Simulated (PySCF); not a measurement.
# PBE0/STO-6G run of SiH2Cl2 (dichlorosilane (DCS))

What is the energy change on altering one bond length of SiH2Cl2 (dichlorosilane (DCS)) at PBE0/STO-6G? 

The calculation is run with PySCF 2.14.0.

11 further runs of the same task are left out: 11 set aside as unsound or not needed.

## Step 1: Starting point

The species is SiH2Cl2 (5 atoms), meant as a singlet with charge 0. As SMILES, `Cl[SiH2]Cl`. Geometry: relaxed at PBE0-D4/def2-TZVP.

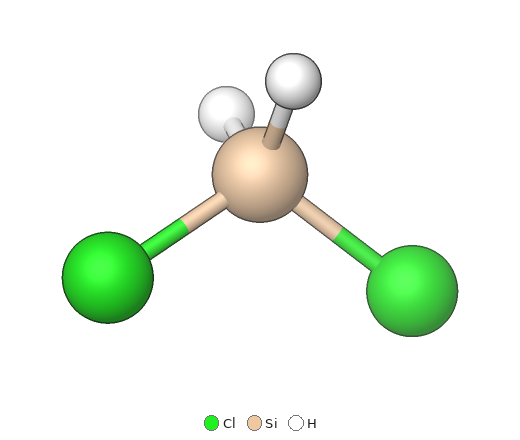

Viewed from a chosen angle; chlorine green, silicon light orange, hydrogen white.

## Step 2: The energy at PBE0/STO-6G

The input, input.py:

```python
from pyscf import gto, dft

mol = gto.M(
    atom='''
Cl    -1.957945    -0.743418     3.041136
Si     0.258515    -0.135493    -0.054613
Cl    -1.510269     2.261624    -2.501997
H      0.665184    -2.574185    -1.343973
H      2.639003     1.051822     0.781213
''',
    basis='sto-6g',
    verbose=3,
    unit='bohr',
    max_memory=1860,
    spin=0,
)

ks = dft.RKS(mol)
ks.xc = 'pbe0'
ks.grids.level = 5
ks.conv_tol = 1e-10
ks.kernel()
if not ks.converged:
    ks = ks.newton().run(ks.mo_coeff, ks.mo_occ)

energy = ks.e_tot
print('E = %.10f Eh' % energy)
```

Run with:

```sh
$ OMP_NUM_THREADS=1 python input.py
```

Output:

```text
converged SCF energy = -1206.57297492064
E = -1206.5729749206 Eh
```

Run time: 4.2 s. Hardware: 1 thread of Arm Neoverse V2, shared host; peak memory 0.24 GiB.

## Step 3: The distorted shape at the same level

The input, calc.py:

```python
from pyscf import gto, dft

mol = gto.M(
    atom=[
    ('Cl', (-0.287293, -1.408209, 2.645390)),
    ('Si', (0.885607, -1.086509, 1.007190)),
    ('Cl', (-0.799200, 1.196800, -1.324000)),
    ('H', (1.100807, -2.377009, 0.324890)),
    ('H', (2.145307, -0.458209, 1.449490)),
],
    max_memory=1860,
    verbose=3,
    basis='sto-6g',
)

ks = dft.RKS(mol, xc='pbe0')
ks.grids.level = 5
ks.conv_tol = 1e-10
ks.kernel()
if not ks.converged:
    ks = ks.newton().run(ks.mo_coeff, ks.mo_occ)

e_final = ks.e_tot
print('E(%s) = %.9f' % ('PBE0', e_final))
```

Run with:

```sh
$ OMP_NUM_THREADS=1 python calc.py
```

Output:

```text
converged SCF energy = -1206.38695441029
E(PBE0) = -1206.386954410
```

Wall time 12 s (1 thread of Arm Neoverse V2, shared host); peak memory 0.24 GiB.

## Step 4: Results

At PBE0/STO-6G:

```
                                                           quantity           value
                                          first shape: total energy  -1206.57297 Eh
                                         first shape: dipole moment          2.68 D
                                           first shape: HOMO energy        -7.29 eV
                                           first shape: LUMO energy         3.15 eV
                                         first shape: HOMO–LUMO gap        10.44 eV
                                      distorted shape: total energy  -1206.38695 Eh
                                     distorted shape: dipole moment          5.71 D
                                       distorted shape: HOMO energy        -4.80 eV
                                       distorted shape: LUMO energy        -3.08 eV
                                     distorted shape: HOMO–LUMO gap         1.71 eV
energy change with the Si2–Cl3 bond stretched from 2.040 to 3.672 Å        5.062 eV
```

One bond (distorted shape) is far stretched, which a spin-restricted single reference describes badly; a broken-symmetry solution may lie lower. With the Si2–Cl3 bond stretched from 2.040 to 3.672 Å the energy rises by 5.06 eV (117 kcal/mol). The first shape isn't relaxed at this level, so the change isn't measured from a minimum. A restricted reference can't describe the breaking bond well at this length. The minimal basis adds a large error of its own.
